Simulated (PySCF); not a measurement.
# [ReO3Cl]−: other functionals and bases at one geometry

Aim: see how levels, charges and forces of [ReO3Cl]− depend on the level of theory. The species was built from a template and needn't be a known compound.

Program: PySCF 2.14.0. Level of theory: several levels, as the steps say, no spin–orbit coupling. These are calculated values, not measurements.

5 further runs of the same task are left out: 2 for a known fault of the program, 1 that didn't finish, 2 set aside as unsound or not needed. Runs told in other sessions of the task aren't counted.

## 1. The starting structure

5 atoms, charge -1, spin multiplicity 2.

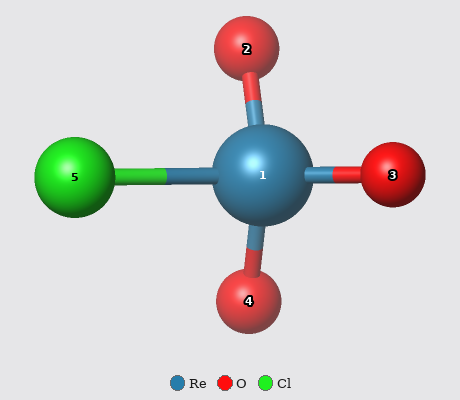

The geometry (rhenium blue, oxygen red, chlorine green); atoms are numbered from 1 in the order of the file.

Coordinates:

```csv
atom,x (Å),y (Å),z (Å)
Re1,0.0000,0.1666,0.0403
O2,1.5139,0.0338,0.8931
O3,0.0000,1.6822,-0.8065
O4,-1.5139,0.0338,0.8931
Cl5,0.0000,-2.1318,-0.7314
```

Formal oxidation states: Re +6. An earlier session relaxed this geometry at r2SCAN, Re def2-SVP with ECP60, O def2-SVP, Cl def2-SVP (doublet, point group Cs).

At r2SCAN on the finer grid: E = -763.972457 Eh, HOMO 0.35 eV, LUMO 1.89 eV (over both spins), ⟨S²⟩ = 0.754, Mulliken charge on Re1 +0.82 e, largest force component 0.014 eV/Å. The highest filled level lies above zero; it isn't the detachment energy.

Levels to run: revPBE; TPSS; BP86; CAM-B3LYP; r2SCAN, TZVP; r2SCAN, x2c-SVP. Hardware: 2 threads of Arm Neoverse V2, shared host.

## 2. revPBE

File run.py (the lines that set the calculation):

```python
mol = gto.M(atom='''
Re     0.00000     0.16658     0.04029
O      1.51389     0.03385     0.89312
O      0.00000     1.68216    -0.80649
O     -1.51389     0.03385     0.89312
Cl     0.00000    -2.13181    -0.73144''',
    basis={'Re': 'def2-SVP', 'O': 'def2-SVP', 'Cl': 'def2-SVP'},
    ecp={'Re': 'def2-SVP'},
    charge=-1, spin=1)
mf = dft.UKS(mol, xc='PBE_R,PBE')
mf.grids.atom_grid = (75, 302)
mf = mf.density_fit()  # fitting sets: Re def2-universal-JKFIT, O def2-universal-JKFIT, Cl def2-universal-JKFIT
mf.conv_tol = 1e-08; mf.max_cycle = 55
mf.kernel(dm0)  # dm0: the density of the relaxed state
```

Started as:

```bash
OMP_NUM_THREADS=2 python run.py
```

Standard output:

```text
init E= -763.999305343767
  HOMO = 0.0266451883599  LUMO = 0.0632813870375  gap/eV = 0.99692
cycle= 1 E= -763.993577913653  delta_E= 0.00573  |g|= 0.14  |ddm|= 0.219
  HOMO = 0.0550684297194  LUMO = 0.0917897154715  gap/eV = 0.99924
cycle= 2 E= -763.863563187683  delta_E= 0.13  |g|= 0.578  |ddm|= 0.527
  HOMO = 0.0335367869846  LUMO = 0.0691656787704  gap/eV = 0.96951
cycle= 3 E= -764.001466917436  delta_E= -0.138  |g|= 0.011  |ddm|= 0.423
  HOMO = 0.0311915653179  LUMO = 0.0667864624347  gap/eV = 0.96859
cycle= 4 E= -764.001475052002  delta_E= -8.13e-06  |g|= 0.00978  |ddm|= 0.0193
  HOMO = 0.0316088291541  LUMO = 0.0671755115294  gap/eV = 0.96782
cycle= 5 E= -764.001492287514  delta_E= -1.72e-05  |g|= 0.00778  |ddm|= 0.0116
  HOMO = 0.0320123089073  LUMO = 0.0675756500758  gap/eV = 0.96773
cycle= 6 E= -764.001516002167  delta_E= -2.37e-05  |g|= 0.0019  |ddm|= 0.00688
  HOMO = 0.0320037993459  LUMO = 0.0675594008254  gap/eV = 0.96752
cycle= 7 E= -764.001518075374  delta_E= -2.07e-06  |g|= 0.000367  |ddm|= 0.00258
  HOMO = 0.0320115468835  LUMO = 0.0675651582427  gap/eV = 0.96746
cycle= 8 E= -764.001518133452  delta_E= -5.81e-08  |g|= 4.06e-05  |ddm|= 0.000289
  HOMO = 0.0320122110781  LUMO = 0.067565259478  gap/eV = 0.96745
cycle= 9 E= -764.001518134472  delta_E= -1.02e-09  |g|= 3.23e-05  |ddm|= 8.28e-05
  HOMO = 0.0320091655901  LUMO = 0.0675617939221  gap/eV = 0.96744
Extra cycle  E= -764.001518126957  delta_E= 7.51e-09  |g|= 0.00014  |ddm|= 0.000138
converged SCF energy = -764.001518126957  <S^2> = 0.75205374  2S+1 = 2.0020527
```

Wall time 4.9 s (2 threads of Arm Neoverse V2, shared host).

It gives: E = -764.001518 Eh, HOMO 0.87 eV, LUMO 1.84 eV (over both spins), ⟨S²⟩ = 0.752, Mulliken charge on Re1 +0.65 e, largest force component 0.642 eV/Å. The highest filled level lies above zero; it isn't the detachment energy.

## 3. TPSS

Changes to run.py (the lines that set the calculation) since step 2:

```diff
@@ -9,3 +9,3 @@
     charge=-1, spin=1)
-mf = dft.UKS(mol, xc='PBE_R,PBE')
+mf = dft.UKS(mol, xc='TPSS')
 mf.grids.atom_grid = (75, 302)
```

Started as:

```bash
OMP_NUM_THREADS=2 python run.py
```

Standard output:

```text
init E= -764.126018998075
  HOMO = 0.023330195929  LUMO = 0.0657528870612  gap/eV = 1.15438
cycle= 1 E= -764.127086822187  delta_E= -0.00107  |g|= 0.0206  |ddm|= 0.119
  HOMO = 0.0276748799188  LUMO = 0.069105099141  gap/eV = 1.12737
cycle= 2 E= -764.124162336641  delta_E= 0.00292  |g|= 0.0877  |ddm|= 0.0821
  HOMO = 0.0250821177881  LUMO = 0.0661625086773  gap/eV = 1.11785
cycle= 3 E= -764.127269502388  delta_E= -0.00311  |g|= 0.00477  |ddm|= 0.0605
  HOMO = 0.0247577966245  LUMO = 0.0657863905845  gap/eV = 1.11644
cycle= 4 E= -764.127276807411  delta_E= -7.31e-06  |g|= 0.00366  |ddm|= 0.00875
  HOMO = 0.0246595953235  LUMO = 0.0656466665431  gap/eV = 1.11532
cycle= 5 E= -764.12728057642  delta_E= -3.77e-06  |g|= 0.00236  |ddm|= 0.00437
  HOMO = 0.0245666168329  LUMO = 0.0655142272908  gap/eV = 1.11424
cycle= 6 E= -764.12728268937  delta_E= -2.11e-06  |g|= 0.000687  |ddm|= 0.00227
  HOMO = 0.0246615073691  LUMO = 0.0655818877682  gap/eV = 1.11350
cycle= 7 E= -764.127282955394  delta_E= -2.66e-07  |g|= 0.000127  |ddm|= 0.00107
  HOMO = 0.0246618173377  LUMO = 0.0655696866796  gap/eV = 1.11316
cycle= 8 E= -764.127282964284  delta_E= -8.89e-09  |g|= 7.81e-05  |ddm|= 0.00023
  HOMO = 0.0246614997969  LUMO = 0.0655686708731  gap/eV = 1.11314
Extra cycle  E= -764.127282899792  delta_E= 6.45e-08  |g|= 0.000398  |ddm|= 0.000398
converged SCF energy = -764.127282899792  <S^2> = 0.75251386  2S+1 = 2.0025123
```

It took 7.5 s on 2 threads of Arm Neoverse V2, shared host.

Result: E = -764.127283 Eh, HOMO 0.67 eV, LUMO 1.78 eV (over both spins), ⟨S²⟩ = 0.753, Mulliken charge on Re1 +0.74 e, largest force component 0.519 eV/Å. The highest filled level lies above zero; it isn't the detachment energy.

## 4. BP86

Changes to run.py (the lines that set the calculation) since step 3:

```diff
@@ -9,3 +9,3 @@
     charge=-1, spin=1)
-mf = dft.UKS(mol, xc='TPSS')
+mf = dft.UKS(mol, xc='B88,P86')
 mf.grids.atom_grid = (75, 302)
```

Started as:

```bash
OMP_NUM_THREADS=2 python run.py
```

Standard output:

```text
init E= -764.252947340831
  HOMO = 0.0214849146213  LUMO = 0.0558049252535  gap/eV = 0.93390
cycle= 1 E= -764.249526277179  delta_E= 0.00342  |g|= 0.124  |ddm|= 0.221
  HOMO = 0.0463366993219  LUMO = 0.0804538011938  gap/eV = 0.92837
cycle= 2 E= -764.145314667359  delta_E= 0.104  |g|= 0.519  |ddm|= 0.466
  HOMO = 0.0276213626354  LUMO = 0.0606416918632  gap/eV = 0.89853
cycle= 3 E= -764.255689126597  delta_E= -0.11  |g|= 0.00945  |ddm|= 0.371
  HOMO = 0.025598754245  LUMO = 0.0585588868293  gap/eV = 0.89689
cycle= 4 E= -764.255691093724  delta_E= -1.97e-06  |g|= 0.00907  |ddm|= 0.0159
  HOMO = 0.0258416437801  LUMO = 0.0587703027295  gap/eV = 0.89603
cycle= 5 E= -764.255710891772  delta_E= -1.98e-05  |g|= 0.00616  |ddm|= 0.01
  HOMO = 0.0261928154813  LUMO = 0.0591002625074  gap/eV = 0.89546
cycle= 6 E= -764.255725675466  delta_E= -1.48e-05  |g|= 0.00156  |ddm|= 0.00566
  HOMO = 0.0261747871786  LUMO = 0.0590725318422  gap/eV = 0.89519
cycle= 7 E= -764.255727062072  delta_E= -1.39e-06  |g|= 0.000342  |ddm|= 0.00213
  HOMO = 0.026188892641  LUMO = 0.0590800742536  gap/eV = 0.89501
cycle= 8 E= -764.255727113668  delta_E= -5.16e-08  |g|= 3.67e-05  |ddm|= 0.000295
  HOMO = 0.0261899619782  LUMO = 0.059079320441  gap/eV = 0.89497
cycle= 9 E= -764.255727112573  delta_E= 1.1e-09  |g|= 7.03e-05  |ddm|= 9.09e-05
  HOMO = 0.0261873891938  LUMO = 0.0590759842726  gap/eV = 0.89494
Extra cycle  E= -764.255727052668  delta_E= 5.99e-08  |g|= 0.000384  |ddm|= 0.000386
converged SCF energy = -764.255727052668  <S^2> = 0.75175454  2S+1 = 2.0017538
```

Wall time 4.9 s (2 threads of Arm Neoverse V2, shared host).

Read off: E = -764.255727 Eh, HOMO 0.71 eV, LUMO 1.61 eV (over both spins), ⟨S²⟩ = 0.752, Mulliken charge on Re1 +0.62 e, largest force component 0.571 eV/Å. The highest filled level lies above zero; it isn't the detachment energy.

## 5. CAM-B3LYP

Changes to run.py (the lines that set the calculation) since step 4:

```diff
@@ -9,3 +9,3 @@
     charge=-1, spin=1)
-mf = dft.UKS(mol, xc='B88,P86')
+mf = dft.UKS(mol, xc='CAMB3LYP')
 mf.grids.atom_grid = (75, 302)
```

Started as:

```bash
OMP_NUM_THREADS=2 python run.py
```

Standard output:

```text
init E= -763.91487389568
  HOMO = -0.0661389165722  LUMO = 0.138560799908  gap/eV = 5.57016
cycle= 1 E= -763.915067578106  delta_E= -0.000194  |g|= 0.115  |ddm|= 0.169
  HOMO = -0.0911777881537  LUMO = 0.110106082934  gap/eV = 5.47721
cycle= 2 E= -763.89063703618  delta_E= 0.0244  |g|= 0.28  |ddm|= 0.288
  HOMO = -0.0783888033471  LUMO = 0.127315595756  gap/eV = 5.59750
cycle= 3 E= -763.92024351407  delta_E= -0.0296  |g|= 0.0109  |ddm|= 0.194
  HOMO = -0.0772271054642  LUMO = 0.128760398187  gap/eV = 5.60521
cycle= 4 E= -763.920309090734  delta_E= -6.56e-05  |g|= 0.00358  |ddm|= 0.014
  HOMO = -0.0780396316241  LUMO = 0.128454937132  gap/eV = 5.61900
cycle= 5 E= -763.920329365874  delta_E= -2.03e-05  |g|= 0.00262  |ddm|= 0.0121
  HOMO = -0.0780762815066  LUMO = 0.128477853768  gap/eV = 5.62062
cycle= 6 E= -763.920334210956  delta_E= -4.85e-06  |g|= 0.00152  |ddm|= 0.00374
  HOMO = -0.0780875292957  LUMO = 0.128580512257  gap/eV = 5.62372
cycle= 7 E= -763.920339113818  delta_E= -4.9e-06  |g|= 0.000563  |ddm|= 0.00582
  HOMO = -0.0781266372895  LUMO = 0.128594805454  gap/eV = 5.62518
cycle= 8 E= -763.920340619361  delta_E= -1.51e-06  |g|= 0.000254  |ddm|= 0.00376
  HOMO = -0.078100374658  LUMO = 0.128629262838  gap/eV = 5.62540
cycle= 9 E= -763.920341084528  delta_E= -4.65e-07  |g|= 0.000141  |ddm|= 0.00244
  HOMO = -0.0781132357542  LUMO = 0.128614267847  gap/eV = 5.62534
cycle= 10 E= -763.920341202692  delta_E= -1.18e-07  |g|= 7.12e-05  |ddm|= 0.0013
  HOMO = -0.0781147809722  LUMO = 0.128609609739  gap/eV = 5.62526
cycle= 11 E= -763.92034124263  delta_E= -3.99e-08  |g|= 5.62e-05  |ddm|= 0.000748
  HOMO = -0.0781137185582  LUMO = 0.128610874803  gap/eV = 5.62526
cycle= 12 E= -763.920341252455  delta_E= -9.83e-09  |g|= 5.89e-05  |ddm|= 0.000275
  HOMO = -0.0781113623268  LUMO = 0.128613381427  gap/eV = 5.62527
Extra cycle  E= -763.920341253812  delta_E= -1.36e-09  |g|= 0.000124  |ddm|= 0.000222
converged SCF energy = -763.920341253812  <S^2> = 0.75668624  2S+1 = 2.0066751
```

Wall time 7.5 s (2 threads of Arm Neoverse V2, shared host).

Result: E = -763.920341 Eh, HOMO -2.13 eV, LUMO 3.50 eV (over both spins), ⟨S²⟩ = 0.757, Mulliken charge on Re1 +0.80 e, largest force component 0.661 eV/Å. 

## 6. r2SCAN, TZVP

Basis: Re def2-TZVP with ECP60, O def2-TZVP, Cl def2-TZVP. 

File run.py (the lines that set the calculation):

```python
mol = gto.M(atom='''
Re     0.00000     0.16658     0.04029
O      1.51389     0.03385     0.89312
O      0.00000     1.68216    -0.80649
O     -1.51389     0.03385     0.89312
Cl     0.00000    -2.13181    -0.73144''',
    basis={'Re': 'def2-TZVP', 'O': 'def2-TZVP', 'Cl': 'def2-TZVP'},
    ecp={'Re': 'def2-TZVP'},
    charge=-1, spin=1)
mf = dft.UKS(mol, xc='R2SCAN')
mf.grids.atom_grid = (75, 302)
mf = mf.density_fit()  # fitting sets: Re def2-universal-JKFIT, O def2-universal-JKFIT, Cl def2-universal-JKFIT
mf.conv_tol = 1e-08; mf.max_cycle = 55
mf.kernel(dm0)  # dm0: free metal ions and neutral atoms
```

Started as:

```bash
OMP_NUM_THREADS=2 python run.py
```

Standard output:

```text
init E= -790.853909012822
  HOMO = 0.150408746684  LUMO = 0.157715978525  gap/eV = 0.19884
cycle= 1 E= -758.043504033696  delta_E= 32.8  |g|= 3.55  |ddm|= 3.17
  HOMO = 0.198006295917  LUMO = 0.201491256673  gap/eV = 0.09483
cycle= 2 E= -663.612729069251  delta_E= 94.4  |g|=   12  |ddm|= 13.1
  HOMO = -0.0118271712397  LUMO = -0.00508239719015  gap/eV = 0.18353
cycle= 3 E= -742.087193411522  delta_E= -78.5  |g|= 6.36  |ddm|= 11.6
  HOMO = 0.10946821431  LUMO = 0.113423749985  gap/eV = 0.10764
cycle= 4 E= -760.662990629776  delta_E= -18.6  |g|= 2.85  |ddm|= 4.68
  HOMO = 0.0263965119495  LUMO = 0.0361362088837  gap/eV = 0.26503
cycle= 5 E= -757.968080968073  delta_E= 2.69  |g|= 3.37  |ddm|= 4.31
  HOMO = 0.102480554018  LUMO = 0.112556758575  gap/eV = 0.27419
cycle= 6 E= -763.595262445425  delta_E= -5.63  |g|= 1.37  |ddm|= 2.26
  HOMO = -0.000916279427279  LUMO = 0.0196462460507  gap/eV = 0.55953
cycle= 7 E= -763.13691733493  delta_E= 0.458  |g|= 1.84  |ddm|= 1.89
  HOMO = 0.00269174645351  LUMO = 0.0483243231894  gap/eV = 1.24173
cycle= 8 E= -764.415760988905  delta_E= -1.28  |g|= 0.214  |ddm|= 1.02
  HOMO = -0.00231766715819  LUMO = 0.050518579953  gap/eV = 1.43775
cycle= 9 E= -764.430080030521  delta_E= -0.0143  |g|= 0.107  |ddm|= 0.141
  HOMO = 0.00396282804437  LUMO = 0.0594829478904  gap/eV = 1.51078
cycle= 10 E= -764.432575837909  delta_E= -0.0025  |g|= 0.0749  |ddm|= 0.0615
  HOMO = 0.00448487900565  LUMO = 0.061942042131  gap/eV = 1.56349
cycle= 11 E= -764.434298248184  delta_E= -0.00172  |g|= 0.0343  |ddm|= 0.027
  HOMO = 0.00409166523862  LUMO = 0.062184770343  gap/eV = 1.58079
cycle= 12 E= -764.434748085099  delta_E= -0.00045  |g|= 0.00799  |ddm|= 0.0207
  HOMO = 0.00501478381903  LUMO = 0.0629957927526  gap/eV = 1.57774
cycle= 13 E= -764.43477864066  delta_E= -3.06e-05  |g|= 0.00317  |ddm|= 0.00789
  HOMO = 0.00486243579749  LUMO = 0.0627380189413  gap/eV = 1.57487
cycle= 14 E= -764.434782689146  delta_E= -4.05e-06  |g|= 0.0008  |ddm|= 0.00258
  HOMO = 0.0049444449696  LUMO = 0.0627884889858  gap/eV = 1.57402
cycle= 15 E= -764.434782965256  delta_E= -2.76e-07  |g|= 0.000219  |ddm|= 0.000754
  HOMO = 0.00493199011367  LUMO = 0.0627611739893  gap/eV = 1.57361
cycle= 16 E= -764.434782992001  delta_E= -2.67e-08  |g|= 9.11e-05  |ddm|= 0.000339
  HOMO = 0.00493181315621  LUMO = 0.0627576074879  gap/eV = 1.57352
cycle= 17 E= -764.434782997576  delta_E= -5.58e-09  |g|= 4.76e-05  |ddm|= 0.000125
  HOMO = 0.00493489901431  LUMO = 0.0627598420134  gap/eV = 1.57350
Extra cycle  E= -764.434782986527  delta_E= 1.1e-08  |g|= 0.000175  |ddm|= 0.000128
converged SCF energy = -764.434782986527  <S^2> = 0.75409467  2S+1 = 2.0040905
```

Run time: 29 s. Hardware: 2 threads of Arm Neoverse V2, shared host.

Read off: E = -764.434783 Eh, HOMO 0.13 eV, LUMO 1.67 eV (over both spins), ⟨S²⟩ = 0.754, Mulliken charge on Re1 +1.24 e, largest force component 0.167 eV/Å. The highest filled level lies above zero; it isn't the detachment energy.

## 7. r2SCAN, x2c-SVP

Basis: Re x2c-SVPall, O x2c-SVPall, Cl x2c-SVPall. All electrons are treated, with the spin-free X2C Hamiltonian.

File run.py (the lines that set the calculation):

```python
mol = gto.M(atom='''
Re     0.00000     0.16658     0.04029
O      1.51389     0.03385     0.89312
O      0.00000     1.68216    -0.80649
O     -1.51389     0.03385     0.89312
Cl     0.00000    -2.13181    -0.73144''',
    basis={'Re': 'x2c-SVPall', 'O': 'x2c-SVPall', 'Cl': 'x2c-SVPall'},
    nucmod='G',
    charge=-1, spin=1)
mf = dft.UKS(mol, xc='R2SCAN')
mf.grids.atom_grid = (99, 590)
mf = mf.density_fit()  # fitting sets: Re AutoAux, O AutoAux, Cl AutoAux
mf = mf.sfx2c1e()
mf.conv_tol = 1e-08; mf.max_cycle = 55
mf.kernel(dm0)  # dm0: free metal ions and neutral atoms
```

Started as:

```bash
OMP_NUM_THREADS=2 python run.py
```

Standard output:

```text
init E= -17407.7537608682
  HOMO = 0.161903522065  LUMO = 0.171075271203  gap/eV = 0.24958
cycle= 1 E= -17372.9464903236  delta_E= 34.8  |g|= 2.99  |ddm|=  3.8
  HOMO = 0.295587143419  LUMO = 0.29906919544  gap/eV = 0.09475
cycle= 2 E= -17279.2317011602  delta_E= 93.7  |g|= 8.05  |ddm|= 15.2
  HOMO = 0.160366893061  LUMO = 0.165789411363  gap/eV = 0.14755
cycle= 3 E= -17375.8260451624  delta_E= -96.6  |g|=  2.8  |ddm|= 14.1
  HOMO = 0.100478499216  LUMO = 0.108532643094  gap/eV = 0.21916
cycle= 4 E= -17372.9356102606  delta_E= 2.89  |g|= 3.89  |ddm|= 6.48
  HOMO = 0.0335348333784  LUMO = 0.0396008361459  gap/eV = 0.16506
cycle= 5 E= -17379.9255017622  delta_E= -6.99  |g|= 0.748  |ddm|= 4.42
  HOMO = 0.00227285910431  LUMO = 0.0223254670492  gap/eV = 0.54566
cycle= 6 E= -17377.2215406313  delta_E=  2.7  |g|= 2.54  |ddm|= 2.05
  HOMO = 0.00298671172626  LUMO = 0.0410455276066  gap/eV = 1.03563
cycle= 7 E= -17380.1391902677  delta_E= -2.92  |g|= 0.244  |ddm|= 1.54
  HOMO = 0.00101753725881  LUMO = 0.0491974698214  gap/eV = 1.31104
cycle= 8 E= -17380.1564078691  delta_E= -0.0172  |g|= 0.14  |ddm|= 0.201
  HOMO = 0.00193336772628  LUMO = 0.0524099499224  gap/eV = 1.37354
cycle= 9 E= -17380.1620057317  delta_E= -0.0056  |g|= 0.0799  |ddm|= 0.0715
  HOMO = 0.00608468529549  LUMO = 0.0601176841801  gap/eV = 1.47031
cycle= 10 E= -17380.1644821256  delta_E= -0.00248  |g|= 0.017  |ddm|= 0.0533
  HOMO = 0.00346745258053  LUMO = 0.0575581315088  gap/eV = 1.47188
cycle= 11 E= -17380.1645417824  delta_E= -5.97e-05  |g|= 0.0116  |ddm|= 0.0166
  HOMO = 0.00410195277083  LUMO = 0.0581432585874  gap/eV = 1.47054
cycle= 12 E= -17380.1645950101  delta_E= -5.32e-05  |g|= 0.00209  |ddm|= 0.00784
  HOMO = 0.00429481434094  LUMO = 0.058283498552  gap/eV = 1.46911
cycle= 13 E= -17380.164596994  delta_E= -1.98e-06  |g|= 0.000603  |ddm|= 0.00251
  HOMO = 0.00426268454185  LUMO = 0.0582322296309  gap/eV = 1.46859
cycle= 14 E= -17380.1645972057  delta_E= -2.12e-07  |g|= 0.000205  |ddm|= 0.000891
  HOMO = 0.00426720306653  LUMO = 0.05822894786  gap/eV = 1.46837
cycle= 15 E= -17380.1645971704  delta_E= 3.53e-08  |g|= 0.000389  |ddm|= 0.000483
  HOMO = 0.00426996257184  LUMO = 0.058233903789  gap/eV = 1.46843
cycle= 16 E= -17380.1645972333  delta_E= -6.29e-08  |g|= 9.48e-05  |ddm|= 0.00037
  HOMO = 0.00427142993959  LUMO = 0.0582317117597  gap/eV = 1.46833
cycle= 17 E= -17380.164597239  delta_E= -5.66e-09  |g|= 1.26e-05  |ddm|= 0.000136
  HOMO = 0.00427046509725  LUMO = 0.0582315110897  gap/eV = 1.46835
Extra cycle  E= -17380.1645972386  delta_E= 3.97e-10  |g|= 3.73e-05  |ddm|= 4.51e-05
converged SCF energy = -17380.1645972386  <S^2> = 0.75354279  2S+1 = 2.0035397
```

Run time: 50 s. Hardware: 2 threads of Arm Neoverse V2, shared host.

It gives: E = -17380.164597 Eh, HOMO 0.12 eV, LUMO 1.58 eV (over both spins), ⟨S²⟩ = 0.754, Mulliken charge on Re1 +0.63 e, largest force component 0.868 eV/Å. The highest filled level lies above zero; it isn't the detachment energy.

## 8. Results

| level | state | HOMO (eV) | gap (eV) | charge on Re1 (e) | dipole (D) | largest force component (eV/Å) | basis functions | time |
| --- | --- | --- | --- | --- | --- | --- | --- | --- |
| r2SCAN (relaxed here) | doublet | 0.35 | 1.53 | 0.82 | 0.69 | 0.01 | 92 | 39 s |
| revPBE | doublet | 0.87 | 0.97 | 0.65 | 0.60 | 0.64 | 92 | 4.9 s |
| TPSS | doublet | 0.67 | 1.11 | 0.74 | 0.65 | 0.52 | 92 | 7.5 s |
| BP86 | doublet | 0.71 | 0.89 | 0.62 | 0.56 | 0.57 | 92 | 4.9 s |
| CAM-B3LYP | doublet | -2.13 | 5.63 | 0.80 | 0.72 | 0.66 | 92 | 7.5 s |
| r2SCAN, TZVP | doublet | 0.13 | 1.54 | 1.24 | 0.76 | 0.17 | 170 | 29 s |
| r2SCAN, x2c-SVP | doublet | 0.12 | 1.46 | 0.63 | 0.60 | 0.87 | 126 | 50 s |

Times are on 2 threads of Arm Neoverse V2, shared host; the first row also made further properties. The dipole of a charged species depends on the origin, so these sizes hold for this origin alone.

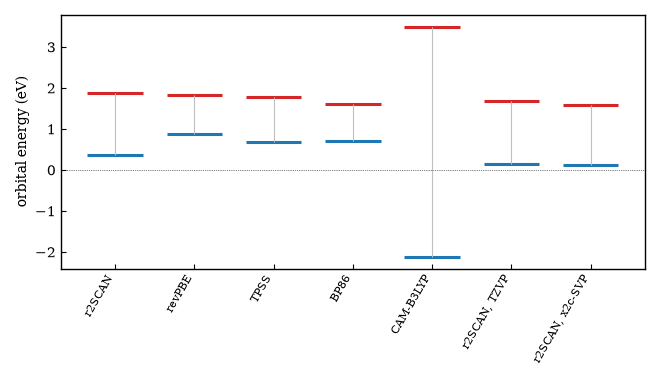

Highest filled and lowest empty level, method by method.

In one basis the HOMO–LUMO gap runs from 0.89 eV (BP86) to 5.63 eV (CAM-B3LYP). The largest leftover force, 0.87 eV/Å with r2SCAN, x2c-SVP, stands at a geometry relaxed at another level. The Mulliken charge on Re spans +0.62 to +1.24 e over the levels. Total energies of different levels can't be compared. Spin–orbit coupling is left out throughout.
